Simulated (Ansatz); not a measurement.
The structure below was relaxed with PBEsol/PAW in Ansatz (a first-principles code), no SOC, at pressure 5 GPa.

```xyz
12
Lattice="-1.9412 1.9412 11.8974 1.9412 -1.9412 11.8974 1.9412 1.9412 -11.8974" Properties=species:S:1:pos:R:3 pbc="T T T"
Ti     0.0000     1.9412     4.0895
Ti     0.0000     0.0000    21.9357
Ti     0.0000     0.0000     1.8592
Ti     0.0000     1.9412     7.8079
Al     0.0000     0.0000     9.8455
Al     1.9412     0.0000     3.8968
Al     1.9412     0.0000     8.0006
Al     0.0000     0.0000    13.9493
Al     0.0000     0.0000     5.9500
Al     1.9412     0.0000     0.0012
Al     1.9412     0.0000    11.8962
Al     0.0000     0.0000    17.8449
```

**Question.** Find the space group and the Wyckoff positions.

**Answer.** Space group I4₁/amd, origin choice 1 (No. 141); a = b = 3.8825 Å, c = 23.7948 Å, α = β = γ = 90.00°

| atom | site | symmetry | x | y | z |
|---|---|---|---|---|---|
| Ti | 8e | 2mm. | 0.0000 | 0.0000 | 0.0781 |
| Al | 8e | 2mm. | 0.0000 | 0.0000 | 0.4138 |
| Al | 8e | 2mm. | 0.0000 | 0.0000 | 0.2501 |

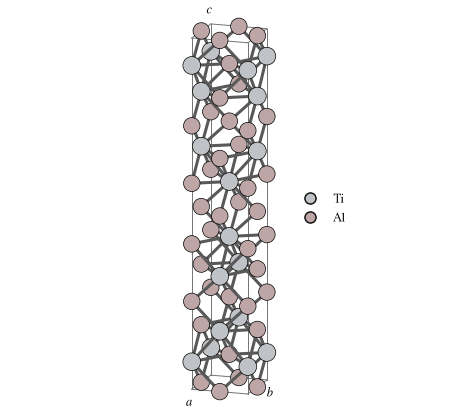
The conventional cell

Load acts through the strain it causes; cell and atoms are relaxed under it. Stability against distortions was not tested. Competing high-pressure phases were not computed. The final runs are not spin-polarised. The cell was made from TiAl2 (space group I4_1/amd, No. 141; a cell from a computed database, its experimental status unchecked) by this change: pressure 5 GPa.
